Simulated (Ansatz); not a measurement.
System (SMILES): P (PH3).
Geometry (B3LYP-D3(BJ)/def2-TZVP, fixed):
```xyz
4

P      0.0029     0.0016     0.1282
H     -0.0038     1.1839    -0.6561
H      1.0120    -0.6137    -0.6568
H     -1.0521    -0.5944    -0.6098
```
Charge 0, spin multiplicity 1.

Basis-set convergence of the dipole moment at HF with Ansatz (a first-principles code). Dipoles come from the density behind the forces; the sign is taken along the dipole that this method gives in the largest set. Cartesian d functions, on some or all atoms, in 6-31+G*; all else is spherical. The program fits the integrals of some runs and decomposes those of others, by size. No added dispersion term, no relativity. Reference: the value in aug-pcseg-3, 0.659 D, itself unsure by roughly 0.004 D (its mean distance from aug-cc-pV(Q+d)Z, def2-QZVPPD). Deviations are taken from unrounded values.

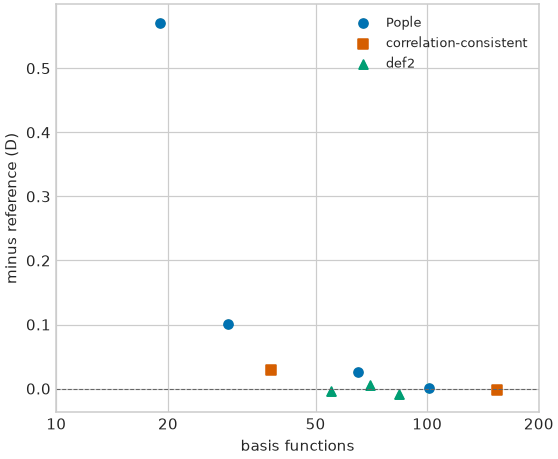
*Deviation from the reference against the number of basis functions, by family of sets.*

```
basis              functions  dipole moment (D)  minus reference (D)
-----------------  ---------  -----------------  -------------------
6-31G                     19              1.230                0.571
6-31+G*                   29              0.760                0.101
cc-pV(D+d)Z               38              0.688                0.029
def2-TZVP                 55              0.654               -0.004
6-311++G(2d,2p)           65              0.684                0.025
def2-TZVPD                70              0.664                0.005
def2-TZVPP                84              0.651               -0.008
6-311++G(3df,3pd)        101              0.659                0.000
cc-pV(Q+d)Z              154              0.657               -0.002
```
